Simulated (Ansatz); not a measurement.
The figure comes from a scan of GaAs (zinc blende): a phonon pattern at L = (0.5, 0.0, 0.0) is frozen into a 4-atom cell, Q being the largest atomic displacement. Computed with r2SCAN (plane waves to 500 eV, PAW, scalar-relativistic; Ansatz, an electronic-structure program). k mesh 5×10×10 (Γ-centred), Fermi-Dirac smearing 0.05 eV. GaAs was relaxed with its symmetry unable to fall. The PAW data are Ansatz's earlier set. 

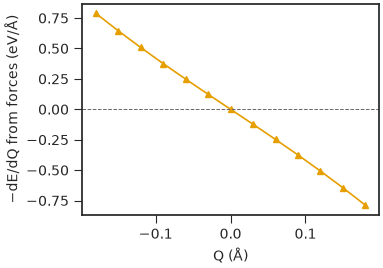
Fig. 1. −dE/dQ from forces (eV/Å) against Q (Å); one marker a computed point.

Question: Read the plotted values off the figure, to the accuracy that the plot allows.

Answer: To the nearest 0.02:

```csv
Q (Å),−dE/dQ from forces (eV/Å)
-0.180,0.78
-0.150,0.64
-0.120,0.50
-0.090,0.38
-0.060,0.24
-0.030,0.12
0.000,0.00
0.030,-0.12
0.060,-0.24
0.090,-0.38
0.120,-0.50
0.150,-0.64
0.180,-0.78
```

(For displaced atoms, the force is minus the slope of the energy, and its curvature is a force constant, which sets phonon frequencies.)
